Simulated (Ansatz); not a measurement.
Species, as SMILES: [AsH2] (AsH2), doublet.
Atoms: As1, H2, H3. Bonds: As1-H2, As1-H3.

Basis-set convergence of the highest harmonic wavenumber at MP2 with Ansatz (an electronic-structure program). Each level at its own minimum, finite differences of forces, unscaled; the reference is a large set that could be run, not a limit. Cartesian d functions, on some or all atoms, in 3-21G, 6-31G**; all else is spherical. Cores are frozen (with 3d on Ga to Br). Open shells are unrestricted. No added dispersion term, no relativity. Reference: the value in pcseg-3, 2265 cm⁻¹, itself unsure by roughly 5 cm⁻¹ (its mean distance from cc-pVQZ, aug-pcseg-2, aug-cc-pVTZ). Deviations are taken from unrounded values.

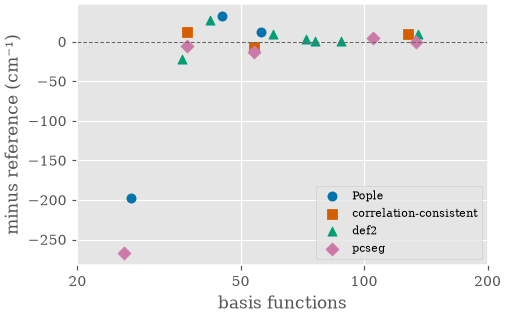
*Deviation from the reference against the number of basis functions, by family of sets.*

```json
[
 {"basis": "pcseg-0", "functions": "26", "highest harmonic wavenumber (cm⁻¹)": "1998", "minus reference (cm⁻¹)": "-267"},
 {"basis": "3-21G", "functions": "27", "highest harmonic wavenumber (cm⁻¹)": "2067", "minus reference (cm⁻¹)": "-198"},
 {"basis": "def2-SV(P)", "functions": "36", "highest harmonic wavenumber (cm⁻¹)": "2243", "minus reference (cm⁻¹)": "-22"},
 {"basis": "cc-pVDZ", "functions": "37", "highest harmonic wavenumber (cm⁻¹)": "2277", "minus reference (cm⁻¹)": "12"},
 {"basis": "pcseg-1", "functions": "37", "highest harmonic wavenumber (cm⁻¹)": "2260", "minus reference (cm⁻¹)": "-5"},
 {"basis": "def2-SVP", "functions": "42", "highest harmonic wavenumber (cm⁻¹)": "2293", "minus reference (cm⁻¹)": "28"},
 {"basis": "6-31G**", "functions": "45", "highest harmonic wavenumber (cm⁻¹)": "2298", "minus reference (cm⁻¹)": "33"},
 {"basis": "aug-cc-pVDZ", "functions": "54", "highest harmonic wavenumber (cm⁻¹)": "2259", "minus reference (cm⁻¹)": "-6"},
 {"basis": "aug-pcseg-1", "functions": "54", "highest harmonic wavenumber (cm⁻¹)": "2253", "minus reference (cm⁻¹)": "-12"},
 {"basis": "6-311G**", "functions": "56", "highest harmonic wavenumber (cm⁻¹)": "2277", "minus reference (cm⁻¹)": "12"},
 {"basis": "def2-TZVP", "functions": "60", "highest harmonic wavenumber (cm⁻¹)": "2275", "minus reference (cm⁻¹)": "10"},
 {"basis": "def2-TZVPD", "functions": "72", "highest harmonic wavenumber (cm⁻¹)": "2269", "minus reference (cm⁻¹)": "4"},
 {"basis": "def2-TZVPP", "functions": "76", "highest harmonic wavenumber (cm⁻¹)": "2265", "minus reference (cm⁻¹)": "0"},
 {"basis": "def2-TZVPPD", "functions": "88", "highest harmonic wavenumber (cm⁻¹)": "2266", "minus reference (cm⁻¹)": "1"},
 {"basis": "aug-pcseg-2", "functions": "105", "highest harmonic wavenumber (cm⁻¹)": "2270", "minus reference (cm⁻¹)": "5"},
 {"basis": "cc-pVQZ", "functions": "128", "highest harmonic wavenumber (cm⁻¹)": "2275", "minus reference (cm⁻¹)": "10"},
 {"basis": "pcseg-3", "functions": "134", "highest harmonic wavenumber (cm⁻¹)": "2265", "minus reference (cm⁻¹)": "0"},
 {"basis": "def2-QZVP", "functions": "135", "highest harmonic wavenumber (cm⁻¹)": "2274", "minus reference (cm⁻¹)": "9"}
]
```
